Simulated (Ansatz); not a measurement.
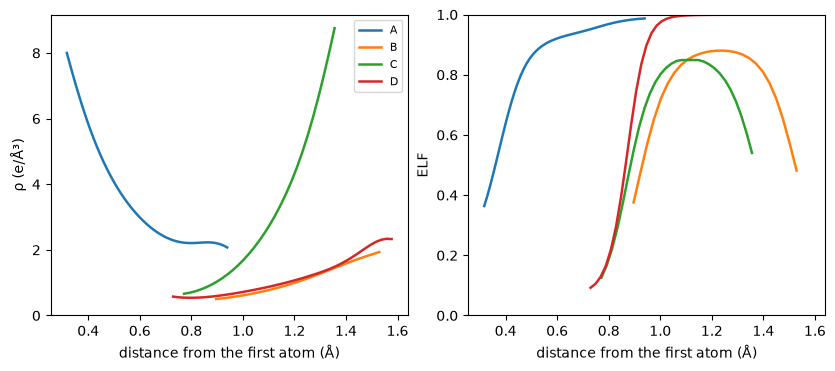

*AlClF2H2. Total electron density and electron localisation function along straight lines between neighbouring atoms. The curves leave out the atomic cores.*

All numbers below come from RKS B3LYP/def2-SVP (Ansatz).

```xyz
6

Al    0.0942    0.0631    0.0857
H     0.0799    0.6290    1.5577
Cl    1.8054    0.2635   -1.1307
F    -1.3712   -0.1427   -0.6856
F     0.2868   -1.8415    0.7897
H     0.2156   -1.8006    1.7253
```

**Which curve belongs to which contact (Al–Cl, Al–F, Al–H and F–H)? The first atom named is at distance zero.**

Curve A: F–H (0.94 Å): ρ is about 4.5 e/Å³ halfway; the ELF climbs to about 1 towards the hydrogen, as it does in any bond to H; a covalent bond by its length. Curve B: Al–Cl (2.11 Å): the density is about 0.69 e/Å³ at the midpoint; the ELF peaks at about 0.90 in the valence shell of Cl, 0.9 Å from its nucleus, and is about 0.80 at the midpoint. Curve C: Al–F (1.67 Å): the density is about 0.79 e/Å³ at the midpoint; the ELF peaks at about 0.85 in the valence shell of F, 0.6 Å from its nucleus, and is about 0.30 at the midpoint. Curve D: Al–H (1.58 Å): ρ at the midpoint is about 0.54 e/Å³; the ELF climbs to about 1 towards the hydrogen.
